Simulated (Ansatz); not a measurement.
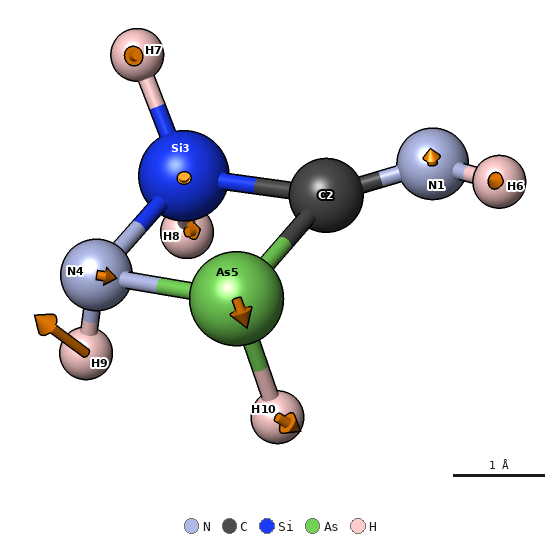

This is a relaxation of CH5AsN2Si (coarse preliminary run). The starting structure is drawn; orange arrows show the displacements, at their true length. The two geometries are superimposed by the best rigid fit.

The picture is a ball-and-stick view, seen at a tilt.

The start comes from a force field.

Method: RKS PBE-D4/def2-SVP (Ansatz 0.2.0). Settings: force threshold 0.03 eV/Å; at most 200 steps.

Question: Atoms of which element are displaced furthest, and by how much?

Answer: Hydrogen: up to 0.92 Å, against 0.37 Å for arsenic.

Question: What happened in the run?

Answer: The energy falls by 73.2 kJ/mol in 11 geometry steps. The largest force component goes from 2.2 to 0.028 eV/Å. H9 moves most after the best rigid fit: 0.92 Å. By element the largest moves are H 0.92 Å, As 0.37 Å, N 0.24 Å, Si 0.15 Å, C 0.04 Å. Some distances before and after: C2–As5 1.993 → 2.079 Å, C2–Si3 1.836 → 1.919 Å, Si3–H7 1.437 → 1.509 Å, N4–As5 1.952 → 1.887 Å. Bond angles that change, for instance: Si3–N4–H9 107.0° → 133.2°, As5–N4–H9 105.7° → 122.2°, Si3–N4–As5 89.9° → 104.0°. Cost: 18 s on 4 threads of Intel Xeon Platinum 8259CL @ 2.50GHz, on a shared host.
